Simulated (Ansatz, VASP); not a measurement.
# Ge (Germanium) in two plane-wave programs, part 2 of 2

Wanted: the spread between two codes on one cell, functional and k mesh.  The cell comes out of the VASP series on this material, whose earlier steps may have relaxed, scaled or displaced it; both programs get it as it stands.

VASP 6.6.1 and Ansatz 0.2.0.

So far. Step 3 (VASP: band structure, r2SCAN): The run ends at a pressure of 0.04 GPa. Step 6 (Ansatz: single point, r2SCAN): The run ends at a pressure of 0.43 GPa.

## (7) VASP: single point, r2SCAN

Level of this step: r2SCAN; plane waves and PAW (Ge_d) (VASP).

The same cell, functional, mesh and smearing now go to VASP, with its own data sets and cutoff.

INCAR

```
SYSTEM = Ge
PREC = Accurate
ENCUT = 410
EDIFF = 1E-06
NELM = 100
ISMEAR = -5
SIGMA = 0.05
LREAL = .FALSE.
ALGO = Normal
METAGGA = R2SCAN
LASPH = .TRUE.
NBANDS = 26
LORBIT = 11
LWAVE = .FALSE.
LCHARG = .FALSE.
KPAR = 2
NEDOS = 2001
```

POSCAR

```
Ge
1.0
    0.0000000000      2.8315135721      2.8315135721
    2.8315135721      0.0000000000      2.8315135721
    2.8315135721      2.8315135721      0.0000000000
Ge
2
Direct
    0.0000000000      0.0000000000      0.0000000000
    0.2500000000      0.2500000000      0.2500000000
```

KPOINTS

```
Automatic mesh
0
Gamma
9 9 9
0 0 0
```

Potentials, in the order of the species: Ge_d (PBE family, release 64).

Launch:

```
$ mpirun -np 2 vasp_std
```

Numbers of over 12 decimals in the logs are rounded to 6 here.

The log of the run:

```text
[banner, memory and clock lines left out]
running    2 mpi-ranks, on    1 nodes
[...]
[... a notice as in an earlier step ...]

 LDA part: xc-table for (None), standard interpolation
 POSCAR, INCAR and KPOINTS ok, starting setup
[...]
entering main loop
       N       E                     dE             d eps       ncg     rms          rms(c)
DAV:   1     0.164307906728E+03    0.16431E+03   -0.11741E+04  2288   0.265E+03
DAV:   2    -0.266149799859E+01   -0.16697E+03   -0.15907E+03  1836   0.520E+02
DAV:   3    -0.296222520579E+02   -0.26961E+02   -0.26751E+02  2052   0.118E+02
DAV:   4    -0.304217617956E+02   -0.79951E+00   -0.79904E+00  2030   0.234E+01
[...]
DAV:  12    -0.277340747487E+02   -0.24953E-05   -0.16726E-05  2206   0.411E-02    0.337E-03
DAV:  13    -0.277340776082E+02   -0.28595E-05   -0.47827E-07  1508   0.644E-03    0.148E-03
DAV:  14    -0.277340783444E+02   -0.73622E-06   -0.29398E-07  1034   0.904E-03
   1 F= -.27734078E+02 E0= -.27734078E+02  d E =0.000000E+00
```

OUTCAR, selected parts (step 7):

```text
  Total        0.0361791      0.0361791      0.0361791      0.0000000      0.0000000     -0.0000000
  in kB        1.2766819      1.2766819      1.2766819      0.0000000      0.0000000     -0.0000000
  external PRESSURE =       1.2766819 kB  Pullay stress =       0.0000000 kB

 POSITION                                       TOTAL-FORCE (eV/Angst)
 -----------------------------------------------------------------------------------
      0.00000      0.00000      0.00000         0.000000     -0.000000      0.000000
      1.41576      1.41576      1.41576        -0.000000      0.000000     -0.000000
 -----------------------------------------------------------------------------------
    total drift:                                0.000000      0.000000      0.000000

  FREE ENERGIE OF THE ION-ELECTRON SYSTEM (eV)
  ---------------------------------------------------
  free  energy   TOTEN  =       -27.7340783444 eV

  energy  without entropy=      -27.7340783444  energy(sigma->0) =      -27.73407834

[... 1 part as in an earlier step ...]

[... 2 further parts left out ...]
[key lines of the parts left out:]
E-fermi :   4.7963
```

The run ends at a pressure of 0.13 GPa.

## (8) Side by side

Both answers:

```
              quantity  Ansatz   VASP  difference
        pressure (GPa)    0.43   0.13       +0.30
gap on the k mesh (eV)   0.417  0.377      +0.040
```

Ansatz's pressure holds a Pulay correction of 0.05 GPa; VASP's holds none.

## (9) VASP: band structure, r2SCAN, spin-orbit coupling

Levels along a path test the potential and the projectors away from the mesh points.

INCAR

```
SYSTEM = Ge
PREC = Accurate
ENCUT = 410
EDIFF = 1E-06
NELM = 100
ISMEAR = 0
SIGMA = 0.05
LREAL = .FALSE.
ALGO = Normal
METAGGA = R2SCAN
LASPH = .TRUE.
LNONCOLLINEAR = .TRUE.
MAGMOM = 0 0 0 0 0 0
NBANDS = 40
GGA_COMPAT = .FALSE.
LSORBIT = .TRUE.
LORBIT = 11
LWAVE = .FALSE.
LCHARG = .FALSE.
KPAR = 2
```

POSCAR is that of step 7.

KPOINTS

```
Automatic mesh
0
Gamma
5 5 5
0 0 0
```

KPOINTS_OPT

```
Line mode
16
Line-mode
Reciprocal
  0.00000000   0.00000000   0.00000000 GAMMA
  0.50000000   0.00000000   0.50000000 X

  0.50000000   0.00000000   0.50000000 X
  0.50000000   0.25000000   0.75000000 W

  0.50000000   0.25000000   0.75000000 W
  0.37500000   0.37500000   0.75000000 K

  0.37500000   0.37500000   0.75000000 K
  0.00000000   0.00000000   0.00000000 GAMMA

  0.00000000   0.00000000   0.00000000 GAMMA
  0.50000000   0.50000000   0.50000000 L

  0.50000000   0.50000000   0.50000000 L
  0.62500000   0.25000000   0.62500000 U

  0.62500000   0.25000000   0.62500000 U
  0.50000000   0.25000000   0.75000000 W

  0.50000000   0.25000000   0.75000000 W
  0.50000000   0.50000000   0.50000000 L

  0.50000000   0.50000000   0.50000000 L
  0.37500000   0.37500000   0.75000000 K

  0.62500000   0.25000000   0.62500000 U
  0.50000000   0.00000000   0.50000000 X
```

Launch:

```
$ mpirun -np 2 vasp_ncl
```

The log of the run:

```text
[... set-up lines as in an earlier step ...]
 entering main loop
       N       E                     dE             d eps       ncg     rms          rms(c)
DAV:   1     0.227920882977E+03    0.22792E+03   -0.11935E+04  1008   0.349E+03
DAV:   2     0.139297269286E+02   -0.21399E+03   -0.20630E+03   800   0.799E+02
DAV:   3    -0.279912405908E+02   -0.41921E+02   -0.41459E+02   912   0.190E+02
DAV:   4    -0.303102521247E+02   -0.23190E+01   -0.23167E+01   896   0.531E+01
[...]
DAV:  11    -0.276621773761E+02    0.12848E-03   -0.27931E-04   992   0.334E-01    0.176E-02
DAV:  12    -0.276621536264E+02    0.23750E-04   -0.14754E-04  1144   0.234E-01    0.664E-03
DAV:  13    -0.276621539668E+02   -0.34035E-06   -0.89449E-06   872   0.411E-02
   1 F= -.27662154E+02 E0= -.27662154E+02  d E =-.186708E-06  mag=     0.0000     0.0000    -0.0000
 Start KPOINTS_OPT (optional k-point list driver)
k-point batch [1-10\160]
       N       E                     dE             ncg
DAV:   1    -0.144762767587E+04   -0.29775E+04      984
DAV:   2    -0.360797886701E+04   -0.21604E+04      800
DAV:   3    -0.406071342650E+04   -0.45273E+03      912
DAV:   4    -0.408655704388E+04   -0.25844E+02      880
DAV:   5    -0.408704785242E+04   -0.49081E+00      896
DAV:   6    -0.408706117695E+04   -0.13325E-01     1000
DAV:   7    -0.408706160347E+04   -0.42653E-03      968
DAV:   8    -0.408706161904E+04   -0.15560E-04      952
DAV:   9    -0.408706161966E+04   -0.62408E-06      688
[...]
k-point batch [151-160\160]
       N       E                     dE             ncg
DAV:   1    -0.161443427461E+04   -0.10335E+05      992
DAV:   2    -0.377928284239E+04   -0.21648E+04      800
DAV:   3    -0.420421450858E+04   -0.42493E+03      896
DAV:   4    -0.422792166227E+04   -0.23707E+02      944
[...]
DAV:   8    -0.422842875592E+04   -0.36705E-04      952
DAV:   9    -0.422842875811E+04   -0.21931E-05      832
DAV:  10    -0.422842875822E+04   -0.10337E-06      592
```

From OUTCAR (step 9):

```text
  Total       -0.0852839     -0.0852839     -0.0852839      0.0000000      0.0000000      0.0000000
  in kB       -3.0094806     -3.0094806     -3.0094806      0.0000000      0.0000000      0.0000000
  external PRESSURE =      -3.0094806 kB  Pullay stress =       0.0000000 kB

 POSITION                                       TOTAL-FORCE (eV/Angst)
 -----------------------------------------------------------------------------------
      0.00000      0.00000      0.00000         0.000000     -0.000000     -0.000000
      1.41576      1.41576      1.41576        -0.000000      0.000000      0.000000
 -----------------------------------------------------------------------------------
    total drift:                                0.000000      0.000000      0.000000

  FREE ENERGIE OF THE ION-ELECTRON SYSTEM (eV)
  ---------------------------------------------------
  free  energy   TOTEN  =       -27.6621539668 eV

  energy  without entropy=      -27.6621537801  energy(sigma->0) =      -27.66215387

 magnetization (x)
# of ion       s       p       d       tot
------------------------------------------
    1        0.000   0.000   0.000   0.000
    2        0.000   0.000   0.000   0.000
--------------------------------------------------
tot          0.000   0.000   0.000   0.000

 magnetization (y)
# of ion       s       p       d       tot
------------------------------------------
    1        0.000   0.000  -0.000   0.000
    2        0.000  -0.000  -0.000  -0.000
--------------------------------------------------
tot          0.000  -0.000  -0.000   0.000

 magnetization (z)
# of ion       s       p       d       tot
------------------------------------------
    1       -0.000   0.000   0.000  -0.000
    2        0.000   0.000  -0.000   0.000
--------------------------------------------------
tot         -0.000   0.000   0.000   0.000

[... 1 part as in an earlier step ...]

[... 2 further parts left out ...]
[key lines of the parts left out:]
E-fermi :   5.0298
```

The run ends at a pressure of -0.30 GPa.

## (10) Ansatz: band structure, r2SCAN, spin-orbit coupling

The same cell, functional, mesh and smearing now go to Ansatz, which takes its cutoff from its data sets.

The cell comes out of the VASP series on this material, whose earlier steps may have relaxed, scaled or displaced it; both programs get it as it stands.

input.yaml

```yaml
crystal:
  lattice:
    - [0.0, 2.8315135721, 2.8315135721]
    - [2.8315135721, 0.0, 2.8315135721]
    - [2.8315135721, 2.8315135721, 0.0]
  atoms:
    - { symbol: Ge, position: [0.0, 0.0, 0.0] }
    - { symbol: Ge, position: [0.25, 0.25, 0.25] }
hamiltonian:
  xc: r2scan
  pseudopotentials: { kind: paw_fr }
magnetization:
  noncollinear: true
  spin_orbit: true
kpoints:
  mp_grid: { grid: [5, 5, 5] }
  band_path:
    path:
      - [0.0, 0.0, 0.0]
      - [0.16667, 0.0, 0.16667]
      - [0.33333, 0.0, 0.33333]
      - [0.5, 0.0, 0.5]
      - [0.5, 0.08333, 0.58333]
      - [0.5, 0.18333, 0.68333]
      - [0.5, 0.25, 0.75]
      - [0.45, 0.3, 0.75]
      - [0.40833, 0.34167, 0.75]
      - [0.35, 0.35, 0.7]
      - [0.225, 0.225, 0.45]
      - [0.075, 0.075, 0.15]
      - [0.03333, 0.03333, 0.03333]
      - [0.23333, 0.23333, 0.23333]
      - [0.4, 0.4, 0.4]
      - [0.51667, 0.46667, 0.51667]
      - [0.55833, 0.38333, 0.55833]
      - [0.60833, 0.28333, 0.60833]
      - [0.60833, 0.25, 0.64167]
      - [0.55833, 0.25, 0.69167]
      - [0.51667, 0.25, 0.73333]
      - [0.5, 0.3, 0.7]
      - [0.5, 0.38333, 0.61667]
      - [0.5, 0.48333, 0.51667]
      - [0.475, 0.475, 0.55]
      - [0.425, 0.425, 0.65]
      - [0.38333, 0.38333, 0.73333]
      - [0.59167, 0.18333, 0.59167]
      - [0.55, 0.1, 0.55]
      - [0.5, 0.0, 0.5]
    npoints: 1
scf:
  occupations: { method: gaussian, width: 0.05 }
  n_extra_bands: 14
output:
  forces: true
  stress: true
  eigenvalues: true
  write_density: true
  write_potential: true
  elf: true
  volumetric_format: npy
```

Launch:

```
$ ansatz run input.yaml --threads 2 --pin off --max-ram 4608MiB --backend cpu --events-out ev --progress --plain --runs-dir out
```

The log of the run:

```text
[...]
non-collinear run that drives no moment, with spin-orbit: no starting moment large enough to seed its density (crystal.atoms[].spin), no starting occupations that ask for one, no magnetisation constraint and no magnetic field, so the semilocal B_xc is pinned to zero
Crystal: 2 atoms, lattice volume = 45.403 Å³
[...]
k-point 1: bands = [... 24 lower, 7.5574, 7.5574, 7.7415, 7.7415, 9.4814, 9.4814, 11.9255, 11.9255, ... 10 higher]
  k-point 2: bands = [... 24 lower, 6.8761, 6.8761, 7.0581, 7.0581, 8.8944, 8.8944, 12.3295, 12.3295, ... 10 higher]
  k-point 9: bands = [... 24 lower, 4.1507, 4.1507, 5.1439, 5.1439, 11.9858, 11.9858, 12.2548, 12.2548, ... 10 higher]
[key lines of the parts left out:]
SCF converged after 6 iterations
Magnetization: |M| = 0.0000 μB,  M = (+0.0000, +0.0000, +0.0000) μB
Free energy (F): -8600.257888 eV
Fermi energy:    8.617829 eV
P = ⅓ Tr σ = 0.3161 GPa (3.161 kbar)
```

The job ended after 19 s (2 threads of Arm Neoverse N1, shared host; peak memory 0.52 GiB; 36 s of CPU time).

## (11) Comparison

What differs besides the data sets and the points named for the pairs above, as far as they apply: spin-orbit coupling enters by fully relativistic files in Ansatz and inside the spheres in VASP. Total energies have different zeros and are not compared.

Both answers:

```csv
quantity,Ansatz,VASP,difference
pressure (GPa),0.32,-0.30,+0.62
gap over the path points (eV),0.329,0.285,+0.044
```

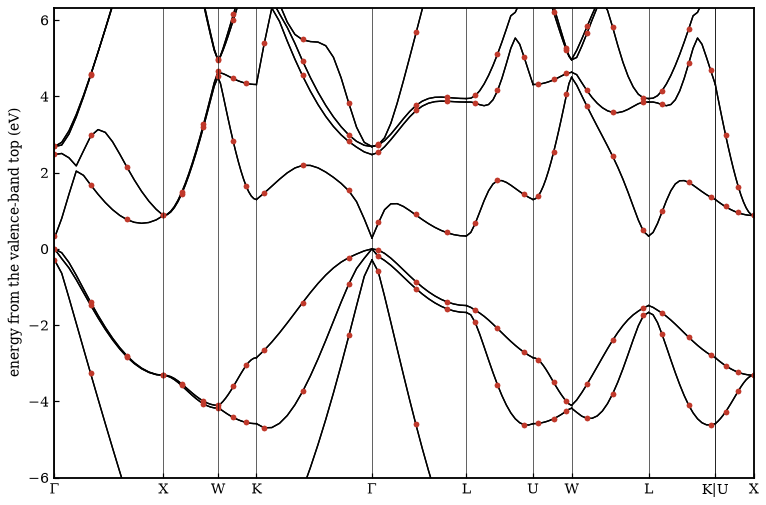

Bands from VASP (lines) and levels from Ansatz (dots). Dots without a line are higher empty bands that the VASP plot leaves out.

Levels at points of the path, from each program's valence-band top (eV; 6 filled, then empty):

```csv
k (reciprocal lattice),Ansatz,VASP
0.000 0.000 0.000,-0.29 -0.29 0.00 0.00 0.00 0.00 0.33 0.33 2.49 2.49 2.69 2.69,-0.29 -0.29 0.00 0.00 0.00 0.00 0.28 0.28 2.47 2.47 2.68 2.68
0.167 0.000 0.167,-3.27 -3.27 -1.48 -1.48 -1.40 -1.40 1.69 1.69 2.99 2.99 4.57 4.57,-3.28 -3.28 -1.48 -1.48 -1.41 -1.41 1.67 1.67 2.96 2.96 4.56 4.56
0.333 0.000 0.333,-6.46 -6.46 -2.83 -2.83 -2.81 -2.81 0.78 0.78 2.15 2.15 7.63 7.63,-6.47 -6.47 -2.84 -2.84 -2.81 -2.81 0.77 0.77 2.14 2.14 7.62 7.62
0.500 0.000 0.500,-9.29 -9.29 -3.31 -3.31 -3.31 -3.31 0.89 0.89 0.89 0.89 10.00 10.00,-9.30 -9.30 -3.31 -3.31 -3.31 -3.31 0.88 0.88 0.88 0.88 9.98 9.98
0.500 0.083 0.583,-9.26 -9.26 -3.58 -3.58 -3.54 -3.54 1.45 1.45 1.49 1.49 8.96 8.96,-9.27 -9.27 -3.58 -3.58 -3.54 -3.54 1.44 1.44 1.48 1.48 8.94 8.94
0.500 0.183 0.683,-9.20 -9.20 -4.06 -4.06 -3.99 -3.99 3.20 3.20 3.26 3.26 6.45 6.45,-9.21 -9.21 -4.06 -4.06 -3.99 -3.99 3.19 3.19 3.25 3.25 6.44 6.44
0.500 0.250 0.750,-9.18 -9.18 -4.18 -4.18 -4.10 -4.10 4.52 4.52 4.65 4.65 4.96 4.96,-9.19 -9.19 -4.18 -4.18 -4.10 -4.10 4.50 4.50 4.63 4.63 4.96 4.96
0.450 0.300 0.750,-8.83 -8.83 -4.42 -4.42 -3.61 -3.61 2.82 2.82 4.48 4.48 6.01 6.01,-8.84 -8.84 -4.42 -4.42 -3.61 -3.61 2.81 2.81 4.46 4.46 6.00 6.00
0.408 0.342 0.750,-8.70 -8.70 -4.55 -4.55 -3.06 -3.06 1.66 1.66 4.36 4.36 7.09 7.09,-8.71 -8.71 -4.55 -4.55 -3.06 -3.06 1.65 1.65 4.34 4.34 7.08 7.08
0.350 0.350 0.700,-8.40 -8.40 -4.69 -4.69 -2.66 -2.66 1.48 1.48 5.39 5.39 7.07 7.07,-8.41 -8.41 -4.69 -4.69 -2.66 -2.66 1.46 1.46 5.37 5.37 7.04 7.04
```

Among the levels compared (up to four filled and three empty ones at each point), filled levels agree within 15 meV and empty ones within 44 meV. Ansatz's pressure holds a Pulay correction of 0.05 GPa; VASP's holds none.

## (12) Outcome

```
difference in gap over the path points (band structure, r2SCAN)                      : 0.041 eV
difference in gap on the k mesh (single point, r2SCAN)                               : 0.040 eV
difference in gap over the path points (band structure, r2SCAN, spin-orbit coupling) : 0.044 eV
difference in pressure (band structure, r2SCAN, spin-orbit coupling)                 : 0.62 GPa
```

**Reading.** The difference in pressure is 0.62 GPa (band structure, r2SCAN, spin-orbit coupling), within the 1 GPa picked in this series as the mark of a large difference. For band structure, r2SCAN: no further run halves the difference in gap over the path points; only Ansatz's side was varied. The all-electron run, which needs no data set, lies 0.046 eV from VASP and 0.0059 eV from Ansatz's PAW result, so it sides with Ansatz. How closely two codes agree says nothing of how well the functional describes the real material.

[Lines on the potential files, build, host, timing and source positions are cut from VASP's logs without a mark.]

[Logs are printed without paths, hosts, clocks, repeated set-up lines and the standing remarks that a program may print on its own settings, such as how far it seeks lower states.]

[Hosts, paths, dates, database ids (printed as entryN), source tags and the programs' standing remarks are cut or masked in the printed files.]
